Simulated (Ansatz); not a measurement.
**Fields on a plane of TiS2 (CdI2 type)**

```
CELL_PARAMETERS angstrom
      3.29787     0.00000     0.00000
     -1.64893     2.85604     0.00000
      0.00000     0.00000     5.33994
ATOMIC_POSITIONS crystal
  Ti 0.00000 0.00000 0.00000
  S  0.33333 0.66667 0.26877
  S  0.66667 0.33333 0.73123
```

The slice is a (0001) plane (indices of the conventional cell) through the point (0.000, 0.000, 0.000) (fractional), spanned by u = [110] and v = [1 -1 0] in vectors of this cell: u (3.30 Å) and v (5.71 Å, at 90° to u). It covers one period; positions are fractions (u, v).

Atoms on it: Ti at (0.00, 0.00); Ti at (0.50, 0.50).

The numbers are results of PBEsol-D3(BJ) (plane waves to 420 eV, PAW, scalar-relativistic; Ansatz, a program for electronic structure), not measurements. k mesh 16×16×9. Near the nuclei the fields are pseudised (PAW); where an atom keeps semicore shells as valence, they peak there. The PAW data are Ansatz's earlier set. TiS2 is run without spin polarisation. TiS2 was relaxed with its symmetry unable to fall.

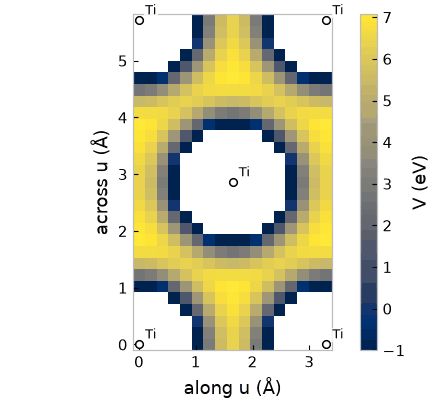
Fig. 1. Electrostatic potential energy of an electron, from the cell's mean, in eV, one period of the plane, atoms marked. Points within 1 Å of a nucleus are left white, as the pseudised field means little there. Values under -1 eV are set to -1. The zero, the cell's mean, hangs on the PAW cores.

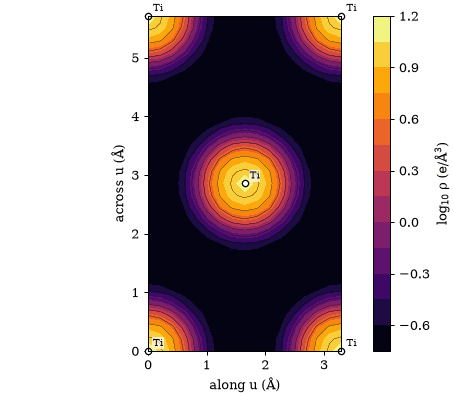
*Log₁₀ of the valence density in e/Å³, one period of the plane, atoms marked. The scale is logarithmic, as a density can span decades between atoms and voids.*
